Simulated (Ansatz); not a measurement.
## Electronic structure of BFH2Si2 (charge +1, doublet) in real space

Input file:

```
crystal:
  periodic: [false, false, false]
  atoms:
    - symbol: B
      position_ang: [-1.568253, -0.316273, 0.140170]
    - symbol: F
      position_ang: [-1.357219, -1.171938, 1.085451]
    - symbol: Si
      position_ang: [0.149604, 0.464514, -0.800749]
    - symbol: Si
      position_ang: [2.259686, 0.911238, -1.384884]
    - symbol: H
      position_ang: [1.557551, -0.171368, -0.149213]
    - symbol: H
      position_ang: [-2.648931, 0.051137, -0.225115]
basis:
  gaussian:
    orbitals: def2-TZVPD
total_charge: 1
magnetization:
  spin_polarized: true
  initial_magnetization: 1
hamiltonian:
  xc: pbe0
output: {forces: true, orbitals: {seedname: orbitals}}
```

Command:

```sh
ansatz run input.yaml --threads 1 --pin off --max-ram 2610MiB --events-out events.jsonl --progress --plain --runs-dir runs
```

Geometry: B3LYP-D3(BJ)/def2-SVP.

All numbers below come from isolated molecule in a Gaussian basis; Kohn-Sham density functional theory, functional PBE0 in Ansatz.

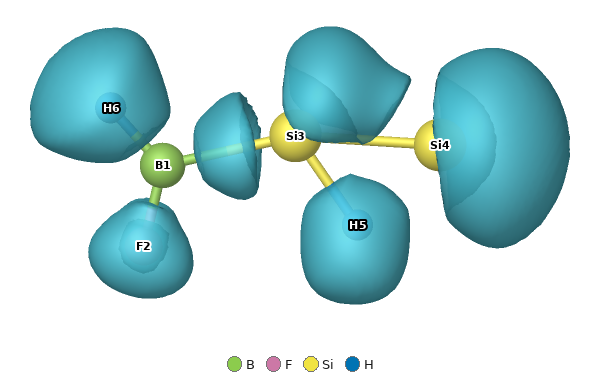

Figure 1. Isosurface of the ELF at 0.75 (cyan), seen across its widest extent. Core shells and regions of very low density are left out.

### Where are the electrons localised?

The ELF exceeds this value in one region between bonded B–Si atoms (shared pairs), two regions around hydrogen nuclei, one region on F in which the atom's valence shell and bonds are merged, one region on Si in which the atom's valence shell and bonds are merged and one lobe on Si, pointing away from the bonds (non-bonding electrons). Profiles from the grid: B–F (1.29 Å): the ELF peaks at about 0.85 between the atoms, as expected for a polar covalent bond. Si–B (2.11 Å): the ELF peaks at about 1 between the atoms: a covalent bond.

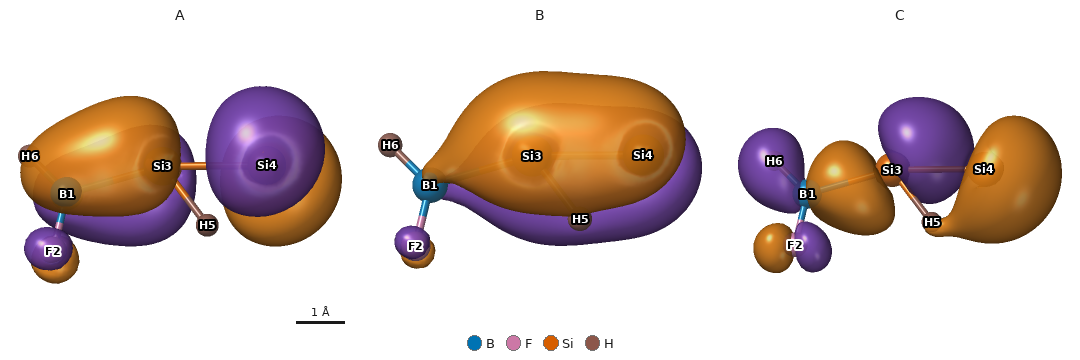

Figure 2. Three frontier orbitals at ±0.08 Å⁻³ᐟ² (orange and purple are the two phases), in no order.

### Which picture is the HOMO−1, the HOMO and the LUMO? All are α orbitals.

C is the HOMO−1 (α) (−12.88 eV). Its weight (Hirshfeld) is mainly on Si4 (about 40 %), Si3 (about 30 %), B1 (about 15 %) and F2 (about 5 %); it is symmetric in the molecular plane (an in-plane orbital: σ, lone-pair or in-plane π type). B is the HOMO (α) (−12.54 eV). It lies mainly on Si3 (about 55 %) and Si4 (about 40 %); it changes sign across the molecular plane (π type); π-bonding across Si3–Si4. A is the LUMO (α) (−8.42 eV). By Hirshfeld shares it lies mainly on Si4 (about 45 %), Si3 (about 30 %) and B1 (about 20 %); it changes sign across the molecular plane (π type); π-bonding across B1–Si3; π-antibonding (a node) across Si3–Si4.

### What is the gap between the highest occupied and lowest empty α orbitals?

4.12 eV between the orbital energies.

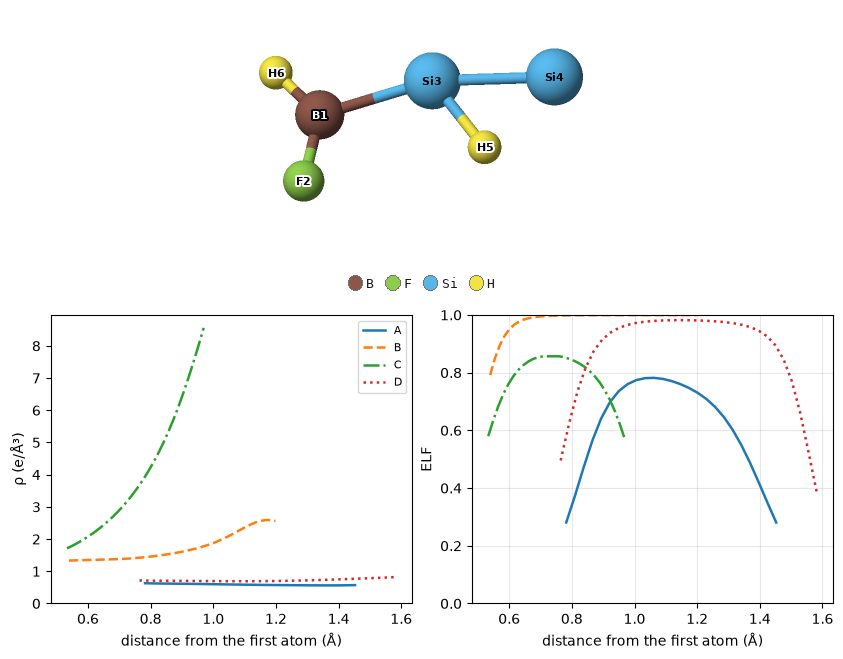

Figure 3. Total electron density and electron localisation function along straight lines between neighbouring atoms. The curves leave out the atomic cores. The structure is drawn too.

### Which curve belongs to which contact (B–F, B–H, Si–B and Si–Si)? The first atom named is at distance zero.

Curve A: Si–Si (2.23 Å): ρ at the midpoint is about 0.58 e/Å³; the ELF peaks at about 0.80 between the atoms (localised, covalent bonding). Curve B: B–H (1.20 Å): ρ at the midpoint is about 1.4 e/Å³; the ELF climbs to about 1 towards the hydrogen, as it does in any bond to H (a covalent bond by its length). Curve C: B–F (1.29 Å): ρ is about 2.4 e/Å³ halfway; the ELF peaks at about 0.85 between the atoms, as expected for a polar covalent bond. Curve D: Si–B (2.11 Å): ρ is about 0.69 e/Å³ halfway; the ELF peaks at about 1 between the atoms; a covalent bond.
